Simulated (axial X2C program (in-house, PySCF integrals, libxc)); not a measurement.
**ErH⁺: Ω levels from open-shell CI on f12 s0**

Aim: the spin–orbit levels of ErH⁺ that arise from the configuration f12 s0 of Er, and how they move with the bond.

Method: two-component X2C, average-of-configuration Hartree–Fock and CI in the open shells; program: an in-house X2C program for linear molecules on PySCF integrals.

All values are calculated.

### Step 1. Input

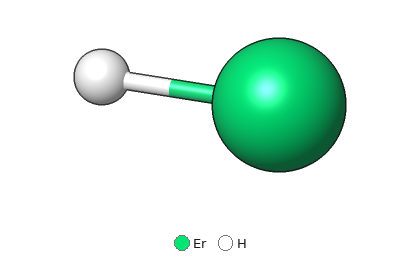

The atoms on one line, bond 2.013 Å (erbium green, hydrogen white).

task.json reads:

```json
{"zs": [68, 1], "q": 1, "bas": ["dyall-v3z", "dyall-v3z"], "r0": 1.82, "metal": 0, "shells": [[3, [0, 1, 2, 3], 12], [0, [0], 0]], "fix": 0, "emax": 2.2, "nroots": 4}
```

Keys: zs atomic numbers; q charge; bas basis sets; r0 starting distance in Å; metal index of the metal atom; shells open shells as [l, |m| values, electrons]; fix electron count of the first shell held; emax energy window in eV; nroots roots for each Ω.

On the command line:

```
> python soci.py task.json out
```

Two-component X2C with atomic mean-field Coulomb and Gaunt terms, basis Er dyall-v3z, H dyall-v3z (cores contracted in-house). Orbitals come from Hartree–Fock averaged over the configuration Er f12 s0; CI then distributes these electrons over the f, s shells of Er.

### Step 2. CI at R = 2.013 Å

**Question.** What will these runs give? Wanted: lowest level of the model; next level; lowest curve, Re and ωe.

**Answer**, as computed:

| quantity | value |
| --- | --- |
| lowest level of the model | Ω = 0, g∥ = 0.00, 100% f12 |
| next level | Ω = 1, 25 cm⁻¹ higher |
| lowest curve, Re and ωe | 2.015 Å, 1485.5 cm⁻¹ |

What this shows: The 7 lowest levels are the Ω components of the Hund's-rule level 3H6 of f12 (free-ion gJ = 1.167), split by the axial field over 833 cm⁻¹. From 2.013 to 2.375 Å the gap from the lowest to the fifth level goes from 398 to 358 cm⁻¹. Without dynamic correlation distances can be off by several hundredths of an Å, and the wavenumbers are rough. There is no dynamic correlation: spin–orbit spacings and, for f shells, spacings inside one term are the most reliable numbers, splittings between terms come out too wide, and energies between configurations are not reliable, so the lowest level need not be the ground state of the molecule. At most 4 roots were kept for each Ω > 0 (twice that for Ω = 0) within 2.2 eV of the lowest, so higher up levels can be missing between those listed; levels with Ω > 0 are doubly degenerate and listed once, Ω = 0 levels singly. States that fill the shells left empty in the average are placed too high.
